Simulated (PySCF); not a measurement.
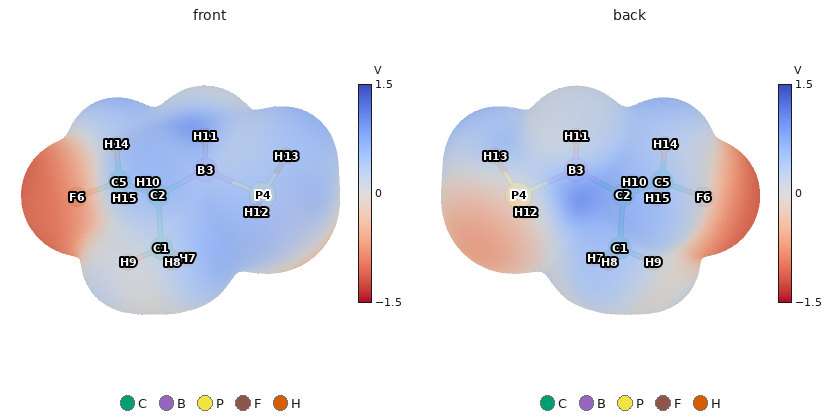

The picture shows: C3H9BFP. The electrostatic potential painted on the density surface at 0.001 e/bohr³, seen from the front and from behind; red is negative and blue positive.

Geometry: GFN2-xTB.

All numbers below come from PBE0/pcSseg-1, SCF density, gas phase, non-relativistic (PySCF).

```json
{"atom": "C", "x (Å)": "-0.7435", "y (Å)": "-1.2551", "z (Å)": "-0.0418"}
{"atom": "C", "x (Å)": "-0.3280", "y (Å)": "0.1761", "z (Å)": "0.3270"}
{"atom": "B", "x (Å)": "1.0954", "y (Å)": "0.6179", "z (Å)": "-0.2132"}
{"atom": "P", "x (Å)": "2.4537", "y (Å)": "-0.6034", "z (Å)": "-0.5623"}
{"atom": "C", "x (Å)": "-1.4362", "y (Å)": "1.1500", "z (Å)": "-0.0743"}
{"atom": "F", "x (Å)": "-2.5966", "y (Å)": "0.8847", "z (Å)": "0.6216"}
{"atom": "H", "x (Å)": "-0.0132", "y (Å)": "-1.9750", "z (Å)": "0.3232"}
{"atom": "H", "x (Å)": "-0.8154", "y (Å)": "-1.3586", "z (Å)": "-1.1228"}
{"atom": "H", "x (Å)": "-1.7115", "y (Å)": "-1.4942", "z (Å)": "0.3936"}
{"atom": "H", "x (Å)": "-0.2713", "y (Å)": "0.2235", "z (Å)": "1.4256"}
{"atom": "H", "x (Å)": "1.2783", "y (Å)": "1.7364", "z (Å)": "-0.5159"}
{"atom": "H", "x (Å)": "2.3878", "y (Å)": "-1.4476", "z (Å)": "0.5268"}
{"atom": "H", "x (Å)": "3.5526", "y (Å)": "0.1112", "z (Å)": "-0.1300"}
{"atom": "H", "x (Å)": "-1.1710", "y (Å)": "2.1863", "z (Å)": "0.1562"}
{"atom": "H", "x (Å)": "-1.6855", "y (Å)": "1.0557", "z (Å)": "-1.1358"}
```

Q: Describe the electrostatic potential map.

A: The most negative region (about −1.1 V) lies over F6, the most positive (about +0.9 V) over B3.

Q: How polar is the molecule by this calculation?

A: Its dipole moment is 1.54 D.
